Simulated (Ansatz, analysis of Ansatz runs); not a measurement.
## A hop of O in YScO3 (Pnma), charge 0

Wanted: path and barrier of a jump of O in YScO3 (Pnma) at charge 0. The case: V_O hop (3.0 Å), in a cell of 40 host atoms with 1 O taken out.

Calculated with Ansatz 0.2.0; plane-wave PAW DFT, LDA; nudged elastic band between two relaxed defect structures.

### Step 1. The starting structure

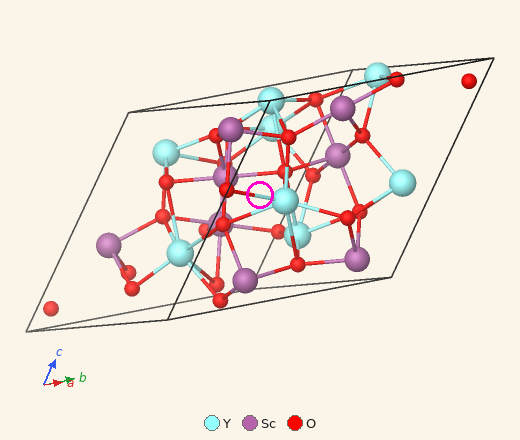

The starting structure, seen slightly off an axis (yttrium light teal, scandium purple, oxygen red). A ring marks the centre wherever it is empty. Bonds to atoms that aren't drawn are left out. Some periodic images of atoms are drawn too.

The cell holds 39 atoms: 8 Y, 8 Sc and 23 O. Its edges and angles: a = 9.434 Å, b = 7.769 Å, c = 9.607 Å, α = 64.8°, β = 48.2°, γ = 67.1°. It derives from YScO3 (space group Pnma). Nearest the centre at fractional (0.530, 0.190, 0.879): Sc16 at 1.42 Å, O35 at 1.50 Å, Y8 at 2.03 Å, O23 at 2.45 Å, O30 at 2.57 Å, O28 at 2.58 Å, O19 at 2.93 Å, Sc12 at 2.94 Å.

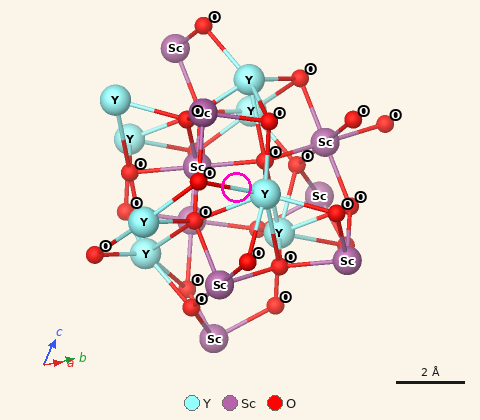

The atoms within 5 Å of the centre. A ring marks the centre wherever it is empty.

Coordinates:

```xyz
39
Lattice="0.0000 7.7756 5.3416 5.6413 0.0000 5.3416 5.6413 7.7756 0.0000" Properties=species:S:1:pos:R:3 pbc="T T T"
Y     5.2743    5.8317    5.2329
Y     5.2743   13.6074    5.2329
Y     3.1877    1.9439    2.5621
Y     8.8291    9.7196    7.9037
Y     2.4536    5.8317    2.7795
Y     8.0949   13.6074    8.1212
Y     6.0084    1.9439    5.4503
Y     6.0084    9.7196    5.4503
Sc    5.6413    7.7756    2.6708
Sc    5.6413    7.7756    8.0124
Sc    2.8207    3.8878    0.0000
Sc    2.8207    3.8878    5.3416
Sc    8.4620    7.7756    5.3416
Sc    2.8207    7.7756    5.3416
Sc    5.6413    3.8878    2.6708
Sc    0.0000    3.8878    2.6708
O     5.3251    9.7196    8.7056
O     4.5466    3.3604    6.3613
O     4.5466   11.1361    6.3613
O    10.1880    8.3030    6.3613
O     4.5466    8.3030    6.3613
O     3.9154    4.4152    3.6905
O     9.5568   12.1909    9.0321
O     3.9154    7.2482    3.6905
O     9.5568   15.0239    9.0321
O     8.7783    5.8317    6.0348
O     3.1369    5.8317    6.0348
O     8.1458    9.7196    4.6484
O     2.5044    9.7196    4.6484
O     1.7259    3.3604    1.6511
O     7.3673   11.1361    6.9927
O     1.7259    0.5274    1.6511
O     7.3673    8.3030    6.9927
O     6.7361    4.4152    4.3219
O     6.7361   12.1909    4.3219
O     6.7361    7.2482    4.3219
O     1.0947    7.2482    4.3219
O     5.9576    5.8317    1.9776
O     5.9576    5.8317    7.3192
```

The cell's shortest repeat is 7.8 Å.

### Step 2. Relaxation of the start point, charge 0

The ends come first: from an unrelaxed start the top is counted from too high an energy, and the barrier comes out too low. Small random displacements break the symmetry of the ideal sites, so that the defect can distort if it gains by it.

q0.start/input.yaml

```yaml
crystal:
  lattice:
    - [0.0, 7.77564706, 5.34161926]
    - [5.64134763, 0.0, 5.34161926]
    - [5.64134763, 7.77564706, 0.0]
  atoms:
    - { symbol: "Y", position: [0.39735706, 0.58228854, 0.35264294] }
    - { symbol: "Y", position: [0.89735706, 0.08228854, 0.85264294] }
    - { symbol: "Y", position: [0.08228854, 0.39735706, 0.16771146] }
    - { symbol: "Y", position: [0.58228854, 0.89735706, 0.66771146] }
    - { symbol: "Y", position: [0.41771146, 0.10264294, 0.33228854] }
    - { symbol: "Y", position: [0.91771146, 0.60264294, 0.83228854] }
    - { symbol: "Y", position: [0.10264294, 0.91771146, 0.14735706] }
    - { symbol: "Y", position: [0.60264294, 0.41771146, 0.64735706] }
    - { symbol: Sc, position: [0.25, 0.25, 0.75] }
    - { symbol: Sc, position: [0.75, 0.75, 0.25] }
    - { symbol: Sc, position: [0.0, 0.0, 0.5] }
    - { symbol: Sc, position: [0.5, 0.5, 0.0] }
    - { symbol: Sc, position: [0.25, 0.75, 0.75] }
    - { symbol: Sc, position: [0.75, 0.25, 0.25] }
    - { symbol: Sc, position: [0.0, 0.5, 0.5] }
    - { symbol: Sc, position: [0.5, 0.0, 0.0] }
    - { symbol: O, position: [0.9679132, 0.66185626, 0.2820868] }
    - { symbol: O, position: [0.40856091, 0.7823334, 0.02361216] }
    - { symbol: O, position: [0.90856091, 0.2823334, 0.52361216] }
    - { symbol: O, position: [0.22638784, 0.96450647, 0.84143909] }
    - { symbol: O, position: [0.72638784, 0.46450647, 0.34143909] }
    - { symbol: O, position: [0.2823334, 0.40856091, 0.28549353] }
    - { symbol: O, position: [0.7823334, 0.90856091, 0.78549353] }
    - { symbol: O, position: [0.46450647, 0.22638784, 0.4676666] }
    - { symbol: O, position: [0.96450647, 0.72638784, 0.9676666] }
    - { symbol: O, position: [0.16185626, 0.9679132, 0.58814374] }
    - { symbol: O, position: [0.66185626, 0.4679132, 0.08814374] }
    - { symbol: O, position: [0.33814374, 0.5320868, 0.91185626] }
    - { symbol: O, position: [0.83814374, 0.0320868, 0.41185626] }
    - { symbol: O, position: [0.2176666, 0.09143909, 0.21450647] }
    - { symbol: O, position: [0.7176666, 0.59143909, 0.71450647] }
    - { symbol: O, position: [0.03549353, 0.27361216, 0.0323334] }
    - { symbol: O, position: [0.53549353, 0.77361216, 0.5323334] }
    - { symbol: O, position: [0.09143909, 0.7176666, 0.47638784] }
    - { symbol: O, position: [0.59143909, 0.2176666, 0.97638784] }
    - { symbol: O, position: [0.27361216, 0.53549353, 0.65856091] }
    - { symbol: O, position: [0.77361216, 0.03549353, 0.15856091] }
    - { symbol: O, position: [0.0320868, 0.33814374, 0.7179132] }
    - { symbol: O, position: [0.5320868, 0.83814374, 0.2179132] }
basis:
  ecutwfc: 420
  xc_grid: 2
hamiltonian:
  xc: lda
kpoints:
  mp_grid: { grid: [1, 1, 1], shift: [0.25, 0.25, 0.25] }
scf:
  occupations: { method: fixed }
  max_iter: 60
output:
  forces: true
relax:
  f_tol: 0.02
  max_steps: 70
  random_displacement: { amplitude: 0.03, seed: 5436 }
```

Command:

```console
$ ansatz run input.yaml --threads 4 --pin off --max-ram 7536MiB --backend cpu --events-out ev --progress --plain --runs-dir out
```

Numbers of over 12 decimals in the logs are rounded to 6 here.

Output:

```text
[... repeated set-up lines and file paths are left out, and long positions are rounded to six places ...]
The last accepted step is kept in <dir> (removed where the run ends without a failure and the disk answers)
Engine: ansatz 0.2.0, aarch64-unknown-linux-gnu
Pseudopotentials: kind: paw
Pseudopotential: Y, paw, valence charge 11, recommended cutoff 420 eV (normal), Y.paw.azcp
Pseudopotential: Sc, paw, valence charge 11, recommended cutoff 420 eV (normal), Sc.paw.azcp
Pseudopotential: O, paw, valence charge 6, recommended cutoff 420 eV (normal), O.paw.azcp
Functional definition: SPW92
  exchange = slater_x
  correlation = pw_c
Crystal: 39 atoms, lattice volume = 468.622 Å³
Basis set: ecut = 420 eV, 9099 PW (Γ), exchange–correlation on 128×108×144 points (8 copies of the dense FFT grid, shifted against one another)
Bands: 196, of which v1, the nominal top of the filled ones, is band 157 counted from 1 (156 counted from 0)
Symmetry: 1 space group operations
k-points: 1
Non-local potential: Y, projectors of the file, l = 0: 3, l = 1: 2, l = 2: 2, l = 3: 1
Non-local potential: Sc, projectors of the file, l = 0: 3, l = 1: 2, l = 2: 3, l = 3: 1
Non-local potential: O, projectors of the file, l = 0: 2, l = 1: 2, l = 2: 1
PAW form: soft (Blöchl's): semilocal exchange-correlation on the pseudo side does not see the compensation charge
PAW frozen core: Y, regenerated for the run's functional, and the local potential with it (the file was generated under x = pbe(κ = 0.804, μ = 0.219515), c = pbe(β = 0.066725))
PAW frozen core: Sc, regenerated for the run's functional, and the local potential with it (the file was generated under x = pbe(κ = 0.804, μ = 0.219515), c = pbe(β = 0.066725))
PAW frozen core: O, regenerated for the run's functional, and the local potential with it (the file was generated under x = pbe(κ = 0.804, μ = 0.219515), c = pbe(β = 0.066725))
PAW one-centre angular grid: Y, 590 points (default); XC on 64 Gauss nodes
PAW one-centre angular grid: Sc, 590 points (default); XC on 64 Gauss nodes
PAW one-centre angular grid: O, 110 points (default); XC on 64 Gauss nodes
Initial density: superposition of atomic densities (neutral atoms: chi_scale 0, normalization atom), corrected by the library's trained network
Initial wavefunctions: pseudopotential atomic-orbital guess
Functional: x = slater, c = lda
SCF iter   1: F=—  HF=-59530.224710 eV  |F-HF|=—  |Δ(HF+E_count)|=         —  Δρ=1.81e-2  dr2=1.42e0  ethr=1.77e-3  ⟨swp⟩=4.0  Hψ=623  notcnv=0  defer=36
preconditioner: auto → Resta (q_TF=auto, 2.552 Å⁻¹)  ε∞=3.9  [insulator: Δε(μ)=1.471 eV  Ē_g=16.794 eV  n_scr=126 (ndim 8)  ℏωp=28.8 eV  f_vac=0.000  ε∞_Penn≈3.9]
SCF iter   2: F=—  HF=-59529.905538 eV  |F-HF|=—  |Δ(HF+E_count)|=   3.19e-1  Δρ=6.71e-3  dr2=1.08e-1  ethr=4.53e-4  ⟨swp⟩=2.0  Hψ=304  notcnv=0  defer=37
SCF iter   3: F=—  HF=-59529.878568 eV  |F-HF|=—  |Δ(HF+E_count)|=   2.70e-2  Δρ=2.65e-3  dr2=2.20e-2  ethr=3.44e-5  ⟨swp⟩=2.0  Hψ=260  notcnv=0  defer=37
SCF iter   4: F=—  HF=-59529.872532 eV  |F-HF|=—  |Δ(HF+E_count)|=   6.04e-3  Δρ=6.70e-4  dr2=1.70e-3  ethr=7.02e-6  ⟨swp⟩=4.0  Hψ=309  notcnv=0  defer=37
SCF iter   5: F=—  HF=-59529.873077 eV  |F-HF|=—  |Δ(HF+E_count)|=   5.45e-4  Δρ=2.79e-4  dr2=3.14e-4  ethr=5.43e-7  ⟨swp⟩=2.0  Hψ=285  notcnv=0  defer=37
SCF iter   6: F=—  HF=-59529.873016 eV  |F-HF|=—  |Δ(HF+E_count)|=   6.12e-5  Δρ=6.51e-5  dr2=1.43e-5  ethr=9.99e-8  ⟨swp⟩=2.0  Hψ=253  notcnv=0  defer=37
SCF iter   7: F=-59529.873017 eV  HF=-59529.873017 eV  |F-HF|=5.00e-7  |Δ(HF+E_count)|=   1.73e-6  Δρ=1.44e-5  dr2=9.30e-7  ethr=3.18e-9  ⟨swp⟩=4.0  Hψ=507  notcnv=0
SCF 1 converged in 7 iterations: F = -59529.873017 eV  dr2 = 9.30e-7
  greatest PAW one-centre occupation: 0.998 electrons in one spin orbital (limit 2), on the Sc atom at site 9 (counted from 0), in its partial waves of l = 0
relax step   1: F+E_penalty+E_count = -59529.87301694 eV  Δ(F+E_penalty+E_count) = +0.000e0 eV  max|allowed force component| = 9.204e-1 eV/Å  Δτ_max = 0.0000 Å  (7 SCF iters, dr2 threshold 1.00e-5 eV, accepted)
[... the SCF cycles and remarks between the steps are left out from here to the last step ...]
relax step   2: F+E_penalty+E_count = -59530.01604253 eV  Δ(F+E_penalty+E_count) = -1.430e-1 eV  max|allowed force component| = 5.685e-1 eV/Å  Δτ_max = 0.0960 Å  (5 SCF iters, dr2 threshold 5.29e-5 eV, accepted)
relax step   3: F+E_penalty+E_count = -59530.15620806 eV  Δ(F+E_penalty+E_count) = -1.402e-1 eV  max|allowed force component| = 1.432e-1 eV/Å  Δτ_max = 0.0861 Å  (5 SCF iters, dr2 threshold 2.02e-5 eV, accepted)
relax step   4: F+E_penalty+E_count = -59530.16286980 eV  Δ(F+E_penalty+E_count) = -6.662e-3 eV  max|allowed force component| = 9.760e-2 eV/Å  Δτ_max = 0.0410 Å  (6 SCF iters, dr2 threshold 1.30e-6 eV, accepted)
relax step   5: F+E_penalty+E_count = -59530.16835046 eV  Δ(F+E_penalty+E_count) = -5.481e-3 eV  max|allowed force component| = 5.137e-2 eV/Å  Δτ_max = 0.0298 Å  (6 SCF iters, dr2 threshold 6.04e-7 eV, accepted)
relax step   6: F+E_penalty+E_count = -59530.16884855 eV  Δ(F+E_penalty+E_count) = -4.981e-4 eV  max|allowed force component| = 2.839e-2 eV/Å  Δτ_max = 0.0113 Å  (5 SCF iters, dr2 threshold 7.31e-7 eV, accepted)
SCF iter   1: F=—  HF=-59530.168094 eV  |F-HF|=—  |Δ(HF+E_count)|=         —  Δρ=5.85e-4  dr2=1.03e-3  ethr=5.00e-6  ⟨swp⟩=3.0  Hψ=314  notcnv=0  defer=37
SCF iter   2: F=—  HF=-59530.167856 eV  |F-HF|=—  |Δ(HF+E_count)|=   2.38e-4  Δρ=2.95e-4  dr2=2.60e-4  ethr=3.29e-7  ⟨swp⟩=2.0  Hψ=330  notcnv=0  defer=34
SCF iter   3: F=—  HF=-59530.167793 eV  |F-HF|=—  |Δ(HF+E_count)|=   6.33e-5  Δρ=1.37e-4  dr2=7.36e-5  ethr=8.27e-8  ⟨swp⟩=2.0  Hψ=285  notcnv=0  defer=31
SCF iter   4: F=—  HF=-59530.168670 eV  |F-HF|=—  |Δ(HF+E_count)|=   8.77e-4  Δρ=2.80e-5  dr2=3.09e-6  ethr=2.34e-8  ⟨swp⟩=2.0  Hψ=257  notcnv=0  defer=31
SCF iter   5: F=—  HF=-59530.168670 eV  |F-HF|=—  |Δ(HF+E_count)|=   5.17e-7  Δρ=6.55e-6  dr2=1.47e-7  ethr=9.86e-10  ⟨swp⟩=2.0  Hψ=242  notcnv=0  defer=31
SCF iter   6: F=-59530.168670 eV  HF=-59530.168670 eV  |F-HF|=2.23e-8  |Δ(HF+E_count)|=   1.19e-9  Δρ=2.87e-6  dr2=2.98e-8  ethr=3.18e-11  ⟨swp⟩=4.0  Hψ=544  notcnv=0
SCF 7 converged in 6 iterations: F = -59530.168670 eV  dr2 = 2.98e-8
relax step   7: F+E_penalty+E_count = -59530.16866985 eV  Δ(F+E_penalty+E_count) = +1.787e-4 eV  max|allowed force component| = 1.919e-2 eV/Å  Δτ_max = 0.0087 Å  (6 SCF iters, accepted)
SCF converged after 6 iterations
Free energy (F): -59530.168670 eV
Harris-Foulkes:  -59530.168670 eV  (|F-HF|=2.23e-8)
Internal energy: -59530.168670 eV  (E = F + TS)
E sigma→0 (E₀):  -59530.168670 eV
Fermi energy:    12.609814 eV
--- Per-component energies (eV) ---
  E_band       = -1482.708462
  E_kinetic    = 8615.045056
  E_local      = -16626.898785  (includes V_loc(G=0)·N_el)
  E_nonlocal   = 2234.963796
  E_hartree    = 5669.328894
  E_xc         = -3912.706438
  E_vxc        = -4822.152423  (∫ρ·V_xc dr)
  E_paw        = -32451.779747  (= ΣΔE_a)
  E_vpaw       = -2222.382875  (= ΣTr[D̂ρ^β])
  E_aug_tail   = 0.058186  (compensation charges beyond the density's cutoff)
  E_ewald      = -23065.484896
  E_core_change = 7.305263  (= ΣΔE_core)
  E_smearing   = -0.000000  (= −TS)
  E_closure    = 0.000000  (closes the sum)
  Σ components = -59530.168670   (vs F -59530.168670, Δ=0.00e0)
--- Forces (eV/Å), atoms counted from 1 ---
  atom   1  Y     -0.00053117    -0.00456786     0.00352324
  atom   2  Y      0.00307904    -0.01131359    -0.00606241
  atom   3  Y     -0.01235377    -0.00649719    -0.01086546
  atom   4  Y     -0.00501947     0.01222983     0.00844652
  atom   5  Y      0.00511399     0.00455713     0.00356602
  atom   6  Y     -0.00445539    -0.00811351     0.00334025
  atom   7  Y      0.01547548    -0.01159017     0.01261877
  atom   8  Y     -0.00453111    -0.00926151     0.00165082
  atom   9  Sc    -0.01326912    -0.00112772    -0.00983033
  atom  10  Sc    -0.00804065    -0.00219521    -0.00534176
  atom  11  Sc     0.01125419    -0.00734059    -0.00337076
  atom  12  Sc     0.00720855    -0.00656794    -0.00023665
  atom  13  Sc    -0.01720223    -0.00515607     0.01817265
  atom  14  Sc    -0.01487861    -0.00506340    -0.00085175
  atom  15  Sc     0.01810058     0.00335924    -0.00653422
  atom  16  Sc     0.01255856     0.00105733     0.01918649
  atom  17  O     -0.00549826    -0.00238252     0.00858918
  atom  18  O      0.00611800     0.00586965    -0.00136308
  atom  19  O     -0.00047566     0.00469963     0.01493034
  atom  20  O      0.00573800     0.00868428    -0.01419860
  atom  21  O     -0.00066478     0.00262712    -0.00464580
  atom  22  O     -0.00086128     0.00603747    -0.00118358
  atom  23  O     -0.00181396     0.00299080    -0.01095115
  atom  24  O     -0.00021025    -0.01349406     0.00736442
  atom  25  O      0.00796861     0.00698150    -0.00194895
  atom  26  O      0.00029589    -0.00113795    -0.00440349
  atom  27  O      0.00264093     0.01050405    -0.00263324
  atom  28  O      0.00361546    -0.00439348    -0.00554884
  atom  29  O      0.00278206    -0.00485227     0.01254196
  atom  30  O      0.00470334     0.00343777    -0.00228823
  atom  31  O      0.00045098    -0.00812787     0.00822324
  atom  32  O      0.00796822     0.01554125    -0.01408654
  atom  33  O     -0.00792985    -0.00531175     0.00183179
  atom  34  O     -0.00630971     0.00571487    -0.00253159
  atom  35  O      0.00202280     0.00885261     0.00302289
  atom  36  O      0.00336814     0.00785615    -0.01049669
  atom  37  O     -0.01101928    -0.00025684    -0.00375089
  atom  38  O     -0.00533134     0.00332385     0.00480971
  atom  39  O     -0.00007259     0.00444299    -0.00869927
  max |Σ_I F_I| component: 1.60e-5 eV/Å
--- Relaxed structure (7 steps of the walk, 7 accepted, 0 SCFs on fresh bases) ---
  F+E_penalty+E_count = -59530.16866985 eV   max|allowed force component| = 1.919e-2 eV/Å
  atoms:
    - { symbol: Y, position: [0.397783, 0.581624, 0.354536] }
    - { symbol: Y, position: [0.895934, 0.085297, 0.851285] }
    - { symbol: Y, position: [0.087505, 0.395152, 0.162773] }
    - { symbol: Y, position: [0.583907, 0.894794, 0.668257] }
    - { symbol: Y, position: [0.419670, 0.101458, 0.333274] }
    - { symbol: Y, position: [0.915762, 0.603162, 0.832179] }
    - { symbol: Y, position: [0.106984, 0.925008, 0.142883] }
    - { symbol: Y, position: [0.603033, 0.423321, 0.646243] }
    - { symbol: Sc, position: [0.246856, 0.250465, 0.748947] }
    - { symbol: Sc, position: [0.755354, 0.751202, 0.247939] }
    - { symbol: Sc, position: [-0.001182, 0.001377, 0.500463] }
    - { symbol: Sc, position: [0.499822, 0.499877, 0.001097] }
    - { symbol: Sc, position: [0.249444, 0.751710, 0.750395] }
    - { symbol: Sc, position: [0.749303, 0.250531, 0.253459] }
    - { symbol: Sc, position: [0.001879, 0.502515, 0.495598] }
    - { symbol: Sc, position: [0.500793, -0.006249, 0.005235] }
    - { symbol: O, position: [0.974339, 0.662832, 0.275686] }
    - { symbol: O, position: [0.409135, 0.781050, 0.025402] }
    - { symbol: O, position: [0.907289, 0.282811, 0.524441] }
    - { symbol: O, position: [0.227366, 0.966172, 0.839323] }
    - { symbol: O, position: [0.728666, 0.465397, 0.340852] }
    - { symbol: O, position: [0.283939, 0.404173, 0.287527] }
    - { symbol: O, position: [0.776563, 0.906887, 0.784534] }
    - { symbol: O, position: [0.464077, 0.223051, 0.471017] }
    - { symbol: O, position: [0.961786, 0.729908, 0.964115] }
    - { symbol: O, position: [0.159805, 0.969674, 0.588674] }
    - { symbol: O, position: [0.660447, 0.467708, 0.090586] }
    - { symbol: O, position: [0.339872, 0.535296, 0.910163] }
    - { symbol: O, position: [0.838293, 0.027690, 0.411899] }
    - { symbol: O, position: [0.215470, 0.089531, 0.214708] }
    - { symbol: O, position: [0.718008, 0.590900, 0.714346] }
    - { symbol: O, position: [0.034216, 0.274324, 0.031886] }
    - { symbol: O, position: [0.536319, 0.773895, 0.531940] }
    - { symbol: O, position: [0.091733, 0.715920, 0.479607] }
    - { symbol: O, position: [0.589499, 0.217190, 0.974958] }
    - { symbol: O, position: [0.278526, 0.532243, 0.659054] }
    - { symbol: O, position: [0.771314, 0.038120, 0.157902] }
    - { symbol: O, position: [0.030708, 0.339584, 0.717635] }
    - { symbol: O, position: [0.531619, 0.837403, 0.220783] }
```

Run time: 22 s. Hardware: 4 threads of Arm Neoverse V2, shared host; peak memory 0.77 GiB.

Step by step:

```csv
step,energy less that of the first step (eV),largest force component (eV/Å)
1,0.0000,0.9204
2,-0.1430,0.5685
3,-0.2832,0.1432
4,-0.2899,0.0976
5,-0.2953,0.0514
6,-0.2958,0.0284
7,-0.2957,0.0192
```

The atoms that moved most (Å, from the sites as typed, ahead of the random displacement, the mean shift of all atoms taken out):

```csv
atom,dx,dy,dz,length
O23,-0.015,-0.053,-0.042,0.069
Y7,0.016,-0.002,0.060,0.062
Sc16,-0.006,0.046,-0.031,0.056
O25,0.000,-0.049,0.002,0.050
O17,-0.030,0.000,0.038,0.048
O36,-0.015,0.041,0.007,0.045
Y3,-0.040,0.001,0.014,0.043
Sc10,-0.005,0.025,0.033,0.042
```

The relaxed structure:

```xyz
39
Lattice="0.0000 7.7756 5.3416 5.6413 0.0000 5.3416 5.6413 7.7756 0.0000" Properties=species:S:1:pos:R:3 pbc="T T T"
Y     5.2812    5.8498    5.2316
Y     5.2836   13.5858    5.2414
Y     3.1474    1.9461    2.5782
Y     8.8177    9.7364    7.8987
Y     2.4525    5.8546    2.7837
Y     8.0973   13.5914    8.1135
Y     6.0243    1.9429    5.5125
Y     6.0338    9.7139    5.4824
Sc    5.6380    7.7430    2.6565
Sc    5.6365    7.8013    8.0475
Sc    2.8311    3.8822    0.0010
Sc    2.8262    3.8950    5.3400
Sc    8.4739    7.7744    5.3478
Sc    2.8432    7.7971    5.3407
Sc    5.6307    3.8682    2.6943
Sc   -0.0057    3.9347    2.6417
O     5.2945    9.7198    8.7451
O     4.5495    3.3788    6.3575
O     4.5540   11.1326    6.3571
O    10.1854    8.2942    6.3754
O     4.5483    8.3162    6.3782
O     3.9021    4.4435    3.6756
O     9.5419   12.1385    8.9924
O     3.9155    7.2710    3.6704
O     9.5566   14.9751    9.0364
O     8.7912    5.8199    6.0332
O     3.1495    5.8398    6.0262
O     8.1543    9.7198    4.6748
O     2.4799    9.7210    4.6258
O     1.7163    3.3449    1.6292
O     7.3633   11.1375    6.9917
O     1.7274    0.5140    1.6481
O     7.3667    8.3064    6.9987
O     6.7444    4.4425    4.3142
O     6.7253   12.1647    4.3090
O     6.7205    7.2903    4.3308
O     1.1058    7.2253    4.3237
O     5.9641    5.8189    1.9780
O     5.9696    5.8504    7.3128
```

Neighbours of O35 at the end:

```csv
atom,distance (Å)
Sc16,2.043
Sc12,2.084
Y2,2.229
Y5,2.519
Y8,2.804
O37,2.836
O28,2.855
O39,2.859
O22,2.889
O23,2.901
```

Read from the output:

| Item | Value |
| --- | --- |
| free energy | -59530.1687 eV |
| largest move from the ideal geometry of this structure, a common shift of the far atoms taken out | 0.07048 Å |

The relaxation gained 0.296 eV and ended with a largest force component of 0.019 eV/Å.

(Part 1 of 4 ends here.)

[Logs are printed without paths, hosts, clocks, repeated set-up lines and the standing remarks that a program may print on its own settings, such as how far it seeks lower states.]

[Hosts, paths, dates, database ids (printed as entryN), source tags and the programs' standing remarks are cut or masked in the printed files.]
